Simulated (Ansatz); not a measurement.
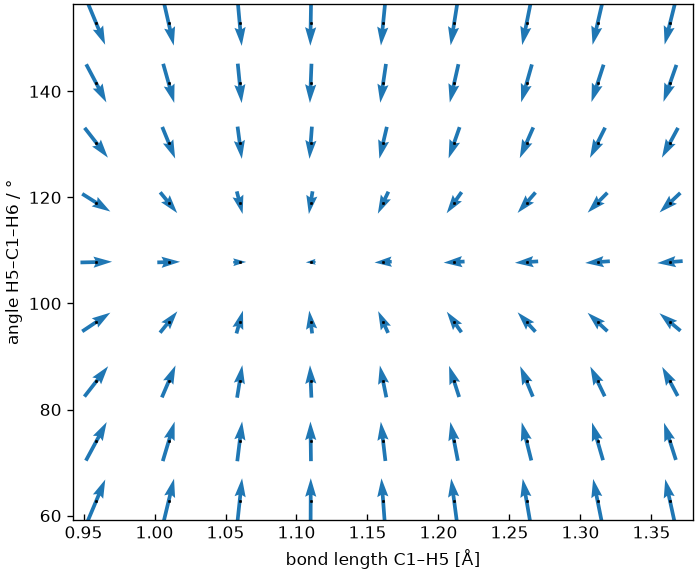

CH3CdFO, SMILES C[O][Cd][F]. First axis: bond length C1–H5. Second axis: angle H5–C1–H6. Nothing is relaxed (all other coordinates rigid). The scan uses a 9 × 9 grid. Points are written as (first, second). These are results of RKS BHLYP-D4/def2-TZVP (Ansatz 0.2.0), not measurements.

The picture shows dots at the grid points, arrows along the force (downhill), their lengths compressed.

**The arrows alone are given. Where is the energy lowest?**

The arrows converge at about (1.090 Å, 108°) (read from the interpolated surface).

The energy map of the same scan:

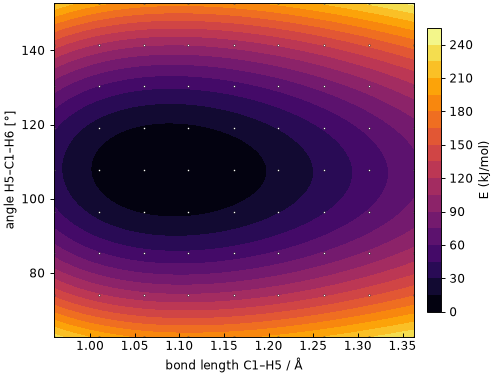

Energies are in kJ/mol, from the relaxed molecule at the same level; between grid points the surface is interpolated.
